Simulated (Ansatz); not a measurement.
Consider BrClGaH···HCl.

Input

```
crystal:
  periodic: [false, false, false]
  atoms:
    - { symbol: Ga, position_ang: [0.0, 0.0, 0.0] }
    - { symbol: Cl, position_ang: [0.0, 0.0, 2.59] }
    - { symbol: H, position_ang: [1.3596, 0.0, -0.785] }
    - { symbol: Cl, position_ang: [-1.9398, 0.0, -1.12] }
    - { symbol: Br, position_ang: [-0.3484, -2.5576, 0.8577] }
    - { symbol: H, position_ang: [-0.1976, -1.4511, 2.1491] }
basis:
  gaussian: { orbitals: def2-SVP }
hamiltonian:
  xc: lda
relax:
  f_tol: 0.15
  max_steps: 25
  restrain:
    - { distance: [0, 4], at: 2.42, k: 30.0 }
    - { distance: [5, 1], at: 1.37, k: 30.0 }
    - { distance: [0, 1], at: 3.44, k: 30.0 }
    - { distance: [5, 4], at: 2.75, k: 30.0 }
output:
  orbitals: {}
```

Command:

```sh
ansatz run input.yaml --threads 4 --pin off --max-ram 5120MiB --backend cpu --events-out ev --progress --plain --runs-dir out
```

The fields are those of the run's last geometry, not of the input's.

Not at a stationary point (largest force 1.1 eV/Å).

Method: RKS LDA/def2-SVP (Ansatz).

What will maps of the electron density and electron localisation function show?

Ga–Cl (2.11 Å): the density is about 0.72 e/Å³ at the midpoint; the ELF peaks at about 0.80 in the valence shell of Cl, 0.8 Å from its nucleus, and is about 0.55 at the midpoint.
Ga–Br (2.38 Å): the density is about 0.54 e/Å³ at the midpoint, with its minimum of 0.48 e/Å³ about 1.0 Å from Ga; the ELF peaks at about 0.75 in the valence shell of Br, 1.0 Å from its nucleus, and is about 0.60 at the midpoint.
Ga–H (1.55 Å): ρ is about 1 e/Å³ halfway; the ELF climbs to about 1 towards the hydrogen.

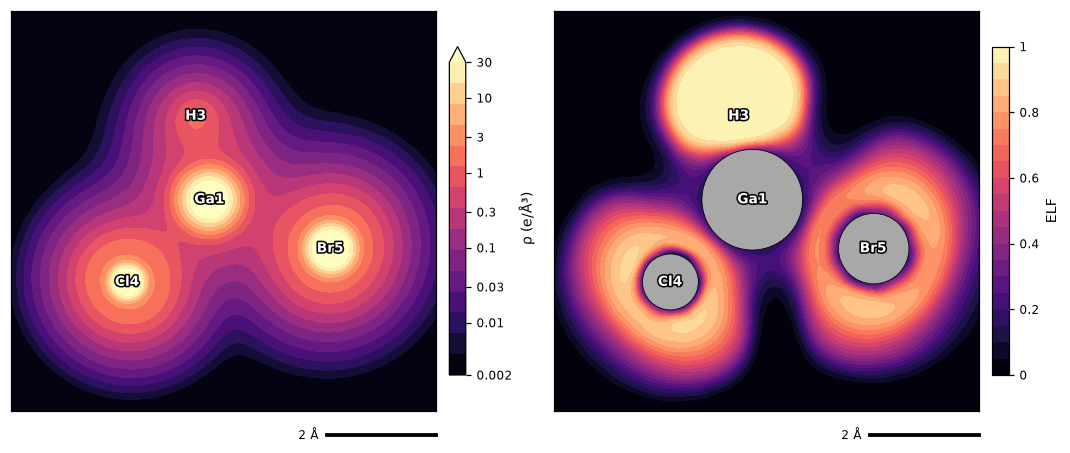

Computed electron density and electron localisation function on the plane of atoms Cl4, Ga1 and Br5, in this order. Grey discs cover the atomic cores in the ELF map. 
